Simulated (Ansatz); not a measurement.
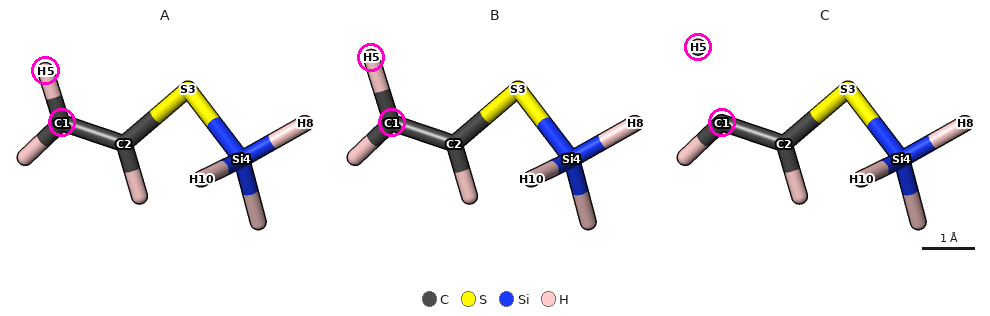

A scan of C2H6SSi: one C–H bond length is varied, with the rest of the molecule carried along rigidly. The picture is a stick view, seen at a tilt. The ringed atoms are those of the scanned coordinate.

Single-point energies from Ansatz with PBE0-D4 in the def2-TZVPP basis, on geometries moved rigidly from the minimum at PBE0-D4/def2-TZVP. Energies are counted from the PBE0-D4/def2-TZVP minimum geometry at the same level.

### Order these geometries by energy, lowest first.

Lowest first: A (the distance 1.084 Å, 0.0 kJ/mol), B (the distance 1.358 Å, 79.8 kJ/mol), C (the distance 1.572 Å, 182.8 kJ/mol). Over the whole scan: the lowest computed point lies at the distance 1.084 Å (0.0 kJ/mol). The curvature at the lowest point is about 36 eV/Å² (5.7 mdyn/Å). The well is steeper on the short side, as for any bond.
